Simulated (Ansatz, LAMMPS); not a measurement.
# Amorphous 64SiO2-25Y2O3-11Al2O3 (mol %) (164 atoms): geometry optimisation, part 3 of 3

Aim: bring amorphous 64SiO2-25Y2O3-11Al2O3 (mol %) (164 atoms) to a nearby minimum of the energy and see what moves.

Ansatz 0.2.0; Kohn-Sham DFT, r2SCAN, PAW (set soft_2), plane waves.

The cell: 28 Si, 22 Y, 10 Al and 104 O. The quench rate of 1000 K/ps far exceeds what a furnace or splat quench reaches. The network of bonds at the start is that of the classical potential that made the cell. Sampling is at Γ alone, for a cell whose shortest periodic width is 13 Å.

So far. Step 4 (Cell and atoms relaxed): The relaxation changed the energy by -47.0 meV/atom, and atoms moved by 0.32 Å r.m.s., 1.1 Å at most.

## Step 6: Single point at the relaxed geometry

One more single point at the end of the walk gives the fuller output and checks the residual forces.

input.yaml

```yaml
crystal:
  lattice:
    - [12.85445, 0.11292, 0.17287]
    - [0.11292, 13.15309, 0.43988]
    - [0.17287, 0.43988, 12.65208]
  atoms:
    - { symbol: Si, position: [0.73832, 0.19598, 0.83246] }
    - { symbol: Si, position: [0.96524, 0.31297, 0.13572] }
    - { symbol: Si, position: [0.4174, 0.03595, 0.98563] }
    - { symbol: Si, position: [0.94877, 0.08277, 0.79148] }
    - { symbol: Si, position: [0.62911, 0.26956, 0.64487] }
    - { symbol: Si, position: [0.13873, 0.46447, 0.90817] }
    - { symbol: Si, position: [0.98468, 0.35825, 0.68677] }
    - { symbol: Si, position: [0.27427, 0.69035, 0.29353] }
    - { symbol: Si, position: [0.21593, 0.90363, 0.95919] }
    - { symbol: Si, position: [0.56067, 0.91355, 0.14629] }
    - { symbol: Si, position: [0.40367, 0.24145, 0.08403] }
    - { symbol: Si, position: [0.69489, 0.94879, 0.33928] }
    - { symbol: Si, position: [0.89469, 0.32306, 0.35223] }
    - { symbol: Si, position: [0.50894, 0.71793, 0.26349] }
    - { symbol: Si, position: [0.48122, 0.17948, 0.3016] }
    - { symbol: Si, position: [0.38405, 0.60853, 0.64794] }
    - { symbol: Si, position: [0.57403, 0.45211, 0.35459] }
    - { symbol: Si, position: [0.35276, 0.82252, 0.63949] }
    - { symbol: Si, position: [0.60781, 0.00145, 0.82796] }
    - { symbol: Si, position: [0.9276, 0.40202, 0.89683] }
    - { symbol: Si, position: [0.2052, 0.14599, 0.14268] }
    - { symbol: Si, position: [0.86734, 0.87776, 0.58886] }
    - { symbol: Si, position: [0.32583, 0.07807, 0.45268] }
    - { symbol: Si, position: [0.99307, 0.77428, 0.4346] }
    - { symbol: Si, position: [0.78216, 0.51001, 0.45205] }
    - { symbol: Si, position: [0.17018, 0.49651, 0.3967] }
    - { symbol: Si, position: [0.75361, 0.31785, 0.03272] }
    - { symbol: Si, position: [0.04511, 0.00585, 0.58938] }
    - { symbol: "Y", position: [0.36848, 0.19638, 0.66698] }
    - { symbol: "Y", position: [0.25631, 0.42131, 0.66415] }
    - { symbol: "Y", position: [0.80331, 0.93922, 0.15524] }
    - { symbol: "Y", position: [0.12671, 0.28227, 0.49549] }
    [... 126 atom lines left out ...]
    - { symbol: O, position: [0.83729, 0.14195, 0.77141] }
    - { symbol: O, position: [0.79376, 0.02326, 0.31398] }
    - { symbol: O, position: [0.00194, 0.06237, 0.48092] }
    - { symbol: O, position: [0.27188, 0.58411, 0.60884] }
    - { symbol: O, position: [0.58824, 0.96353, 0.71087] }
    - { symbol: O, position: [0.84372, 0.59279, 0.37366] }
kpoints:
  mp_grid: { grid: [1, 1, 1] }
hamiltonian:
  xc: r2scan
scf:
  occupations: { method: fixed }
output:
  forces: true
  stress: true
  populations: intrinsic
  dos:
    method: { smearing: { sigma: 0.15 } }
    de: 0.1
    projected: { site_lists: { Al: [Al], O: [O], Si: [Si], "Y": ["Y"] } }
  eigenvalues: true
  write_density: true
  write_potential: true
  volumetric_format: npy
```

Launch:

```
ansatz run input.yaml --threads 4 --pin off --max-ram 8192MiB --backend cpu --events-out ev --progress --plain --runs-dir out
```

Numbers of over 12 decimals in the logs are rounded to 6 here.

The log of the run:

```text
[...]
Crystal: 164 atoms, lattice volume = 2136.135 Å³
Basis set: ecut = 500 eV, 54191 PW (Γ), exchange–correlation on 384×384×384 points (64 copies of the dense FFT grid, shifted against one another)
Bands: 668, of which v1, the nominal top of the filled ones, is band 504 counted from 1 (503 counted from 0)
Symmetry: 1 space group operations
[...]
k-points: 1
[...]
SCF iter   1: F=—  HF=-167601.476046 eV  |F-HF|=—  |Δ(HF+E_count)|=         —  Δρ=8.98e-3  dr2=2.01e0  dr2_τ=1.14e1  ethr=1.77e-3  ⟨swp⟩=6.0  Hψ=2773  notcnv=0  defer=159
[...]
SCF iter  10: F=-167605.823381 eV  HF=-167605.823381 eV  |F-HF|=4.28e-9  |Δ(HF+E_count)|=   3.92e-8  Δρ=1.61e-6  dr2=4.87e-8  dr2_τ=6.96e-9  ethr=9.92e-12  ⟨swp⟩=20.0  Hψ=5886  notcnv=0
SCF 1 converged in 10 iterations: F = -167605.823381 eV  dr2 = 4.87e-8
[...]
SCF converged after 10 iterations
Free energy (F): -167605.823381 eV
[...]
Internal energy: -167605.823381 eV  (E = F + TS)
E sigma→0 (E₀):  -167605.823381 eV
Fermi energy:    5.659046 eV
[...]
--- Forces (eV/Å), atoms counted from 1 ---
  atom   1  Si    -0.00555281     0.00863282     0.00671917
  atom   2  Si    -0.01555632    -0.00088591    -0.00547498
  atom   3  Si    -0.00240989    -0.00981617    -0.01239052
  atom   4  Si    -0.01242603     0.00156838    -0.01487149
  atom   5  Si     0.02256373    -0.02282265    -0.01354857
  atom   6  Si    -0.00154602     0.01787405    -0.02970973
  atom   7  Si    -0.01176201    -0.00764757    -0.00802632
  atom   8  Si     0.01582472     0.01134378     0.02314932
  atom   9  Si    -0.00238025     0.00848926     0.00369611
  atom  10  Si     0.01108243     0.00376178     0.01544134
  atom  11  Si     0.04357680    -0.00601227     0.00004536
  atom  12  Si    -0.01065952     0.00809539     0.00501193
  atom  13  Si    -0.00858198    -0.00469280     0.01728080
  atom  14  Si     0.00727260    -0.00227962    -0.00976188
[...]
atom 163  O      0.00308377    -0.00455315     0.00389857
  atom 164  O      0.01405847    -0.01141398     0.00046035
  max |Σ_I F_I| component: 1.62e-4 eV/Å
--- Stress (GPa, compression-positive) ---
        0.030760       0.014004      -0.004235
        0.014007       0.005879      -0.001973
       -0.004231      -0.001968       0.028425
  P = ⅓ Tr σ = 0.0217 GPa (0.217 kbar)
--- Band table (eV) ---
[...]
--- intrinsic populations: 164 sites ---
  site symbol       q [e]
     0     Si      2.1773
     1     Si      2.2302
     2     Si      2.1726
[...]
163      O      6.8975
  spilling = 0.000000 (of n_electrons = 1008.000000)
```

Run time: 2.1 min. Hardware: 4 threads of Arm Neoverse V2, shared host; peak memory 6.5 GiB.

The run gave:

| Item | Value |
| --- | --- |
| free energy | -167605.8234 eV |
| free energy per atom | -1021.9867 eV/atom |
| SCF cycles | 10 |
| pressure | 0.02169 GPa |
| r.m.s. force component | 0.00927 eV/Å |
| longest force | 0.04399 eV/Å |
| Fermi energy | 5.659 eV |
| gap (highest filled to lowest empty level) | 4.319 eV |

Intrinsic-atomic-orbital charges by element and coordination:

```tsv
element	coordination	atoms	mean charge (e)	spread	least	most
Al	all	10	1.35	0.0357	1.29	1.41
Al	4	9	1.35	0.0311	1.30	1.41
Al	5	1	1.29	0	1.29	1.29
O	all	104	-0.883	0.0444	-0.978	-0.737
O	2	32	-0.918	0.0306	-0.978	-0.861
O	3	58	-0.875	0.0298	-0.948	-0.741
O	4	14	-0.836	0.0592	-0.903	-0.737
Si	all	28	1.75	0.0328	1.70	1.83
Y	all	22	1.33	0.0671	1.16	1.44
Y	5	1	1.31	0	1.31	1.31
Y	6	11	1.33	0.0576	1.26	1.44
Y	7	10	1.33	0.0789	1.16	1.42
```

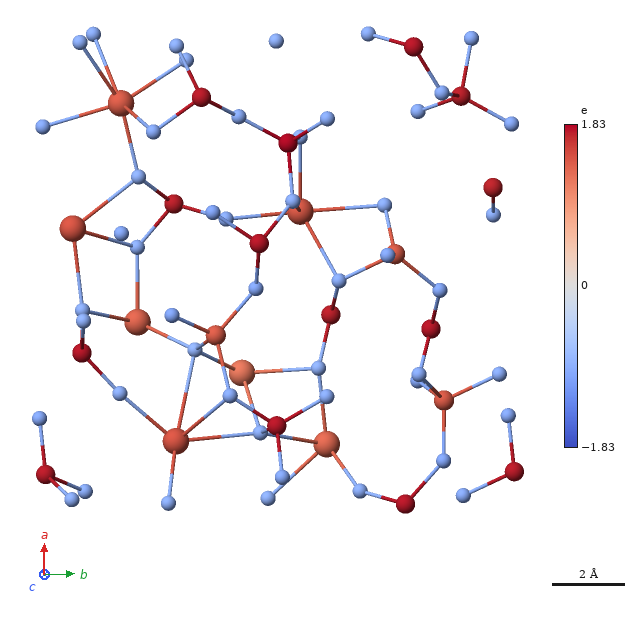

Atoms coloured by intrinsic-atomic-orbital charge. Drawn is a slice 4 Å thick, seen along the normal of the ab plane. Bonds to atoms that aren't drawn are left out.

Density of states as counts of states in windows of 1 eV (from the Fermi level), total and the larger projections:

```tsv
from (eV)	to (eV)	total	O p	Y d	O s
-18	-17	33.2	0.5	1.1	24.2
-17	-16	24.2	0.2	1.4	17.7
-16	-15	3.6	0.0	0.2	2.5
-15	-11	0.0	0.0	0.0	0.0
-11	-10	1.9	1.3	0.0	0.1
-10	-9	8.5	5.8	0.1	0.4
-9	-8	13.7	9.6	0.1	0.7
-8	-7	23.4	16.7	0.3	1.1
-7	-6	33.9	25.3	0.6	1.2
-6	-5	57.1	43.5	2.0	2.0
-5	-4	76.9	61.9	3.4	2.0
-4	-3	103.8	88.8	5.4	1.5
-3	-2	129.5	115.0	7.3	1.0
-2	-1	127.7	118.0	4.5	0.7
-1	0	46.2	43.4	1.3	0.2
0	1	1.2	1.1	0.0	0.0
1	4	0.0	0.0	0.0	0.0
4	5	7.5	0.5	4.4	0.5
```

With fixed occupations the program's Fermi level is the highest filled level; weight inside the gap is the broadening of levels at its edges.

Between -26 and -18 eV lie 279 more states.

About 45 of the 1008 electrons lie in deeper levels, below the stored range.

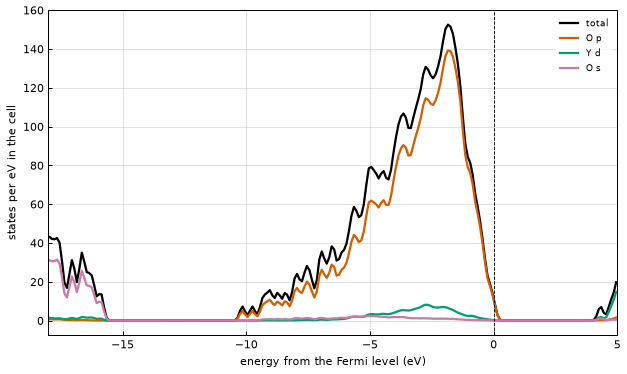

Total and projected density of states, with the broadening of the input.

The levels nearest the highest filled one (over half full), pooled over k-points and spins:

```tsv
level less the highest filled one (eV)	occupation
-0.413	2
-0.380	2
-0.371	2
-0.202	2
-0.153	2
0	2
4.32	0
4.72	0
4.88	0
5.01	0
5.07	0
5.12	0
```

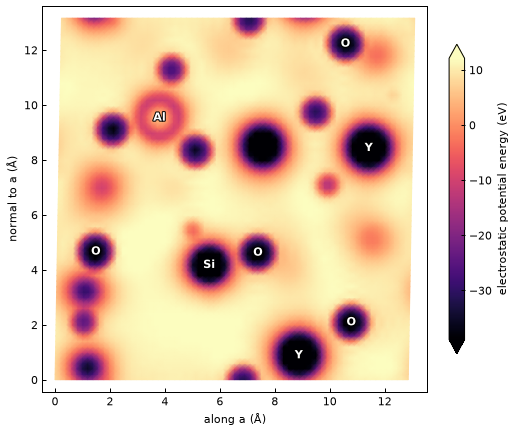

Electrostatic potential energy in the ab plane at fractional z = 0.033, with atoms of Si and Y and Al and O within 0.2 Å of it. With pseudopotentials it is smooth inside the atoms' cores, unlike the true potential. The map starts off the cell's origin, so that atoms lie inside it.

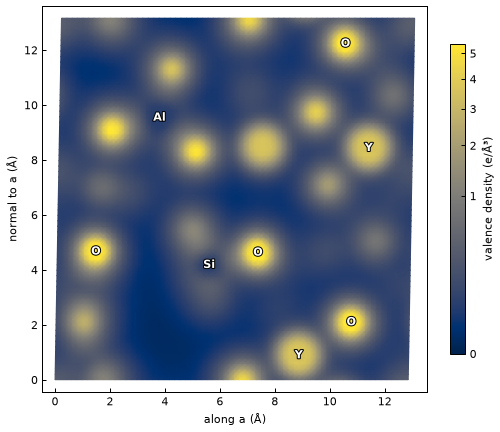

Valence density in the ab plane at fractional z = 0.033, with atoms of Si and Y and Al and O within 0.2 Å of it. It is the smooth field of the valence electrons, not physical close to the nuclei. The map starts off the cell's origin, so that atoms lie inside it. The colour scale is stretched toward low values.

Mean intrinsic-atomic-orbital charges: Al +1.35, O -0.88, Si +1.75, Y +1.33 e. The largest share in the top eV of filled states is O p (95 % of the projected weight), and in the lowest eV of empty states Y d (71 % of the projected weight).

Local excerpt of 15 atoms (numbers count through the whole input) about O81, which has 4 bonded neighbours where the commonest count for O is 3; x, y, z are measured from there.

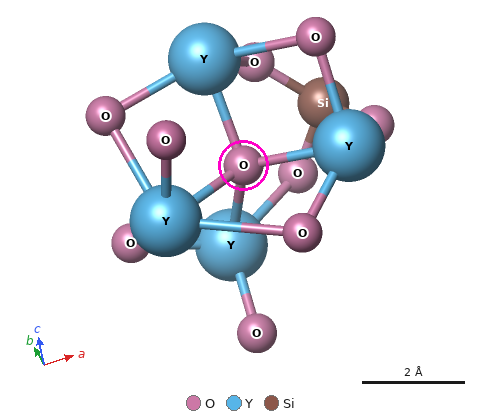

The atoms of the table, within 3.4 Å (arrows a, b, c point along x, y, z); some may hide others; the central atom is ringed.

```tsv
atom	x	y	z	distance (Å)	bonds	intrinsic-atomic-orbital charge (e)
O81	0.00	0.00	0.00	0.00	4	-0.79
Y39	-0.18	1.01	1.98	2.23	6	1.30
Y37	-1.93	-1.24	0.02	2.30	7	1.33
Y41	-0.42	0.82	-2.17	2.36	6	1.31
Y46	1.92	-1.28	0.54	2.37	6	1.26
O151	0.45	-2.62	-0.27	2.68	3	-0.86
O71	-2.41	0.53	-1.31	2.79	3	-0.85
O63	1.03	2.51	0.69	2.80	3	-0.87
O61	2.82	0.67	-0.35	2.92	3	-0.87
O78	-2.38	0.68	1.56	2.93	4	-0.74
Si9	2.15	2.14	-0.43	3.06	4	1.73
O82	1.87	-0.25	2.52	3.15	3	-0.88
O102	-1.70	-1.77	2.11	3.23	3	-0.88
O142	1.41	2.30	-1.91	3.30	3	-0.92
O62	-0.56	-0.99	-3.18	3.38	3	-0.74
```

The column of bonds counts only the pairs O-Si within 2.12 Å, O-Y within 3.02 Å, O-Al within 2.43 Å; other neighbours, such as metal atoms beside each other in a compound, aren't counted, and periodic images can show an atom twice.

## Step 7: Summary of results

```yaml
energy_change_in_the_relaxation: -47 meV/atom
r_m_s_displacement: 0.324 Å
largest_displacement: 1.073 Å
free_energy_per_atom: -1021.9867 eV/atom
pressure: 0.02169 GPa
r_m_s_force_component: 0.00927 eV/Å
spacing_of_highest_filled_and_lowest_empty_level: 4.319 eV
wall_time_of_the_3_dft_runs: 26 min
```

**Reading.** Relaxation lowers the energy by 47.0 meV/atom and moves atoms by 0.32 Å r.m.s.; the r.m.s. force component goes from 0.66 to 0.0093 eV/Å, the pressure goes from -3.4 to 0.022 GPa, and the gap from 3.37 to 4.32 eV. Displacements are taken in the final cell, so they leave out its strain. By the final cutoffs 6 of 287 bonded pairs parted and 13 joined. The cell shrank by 3.5 % in volume. First to last step the energy falls by 7.709 eV, across changes of basis; the largest move, 1.07 Å, is that of Y42. The O-Y bonds change most in mean length: from 2.375 Å (spread 0.184) to 2.355 Å (spread 0.195), and their number from 135 to 141. With the cutoffs above, 90 % of Al atoms have 4, 56 % of O atoms have 3, all Si atoms have 4 and 50 % of Y atoms have 6 bonded neighbours. Counting bonds to Si and Al alone, not to Y, 49 % of the oxygens join two of these atoms and 43 % one; 2 % join three; 6 % join none. The highest filled and lowest empty levels differ by 4.32 eV (at Γ alone); a semilocal functional tends to put such gaps too low. In a disordered cell it changes from sample to sample, and tail or defect levels can set it.

What to keep in mind: The starting topology of bonds comes from the classical model; in DFT 6 of its 287 bonded pairs passed out of the cutoffs and 13 came within them.

[Logs are printed without paths, hosts, clocks, repeated set-up lines and the standing remarks that a program may print on its own settings, such as how far it seeks lower states.]

[Hosts, paths, dates, database ids (printed as entryN), source tags and the programs' standing remarks are cut or masked in the printed files.]
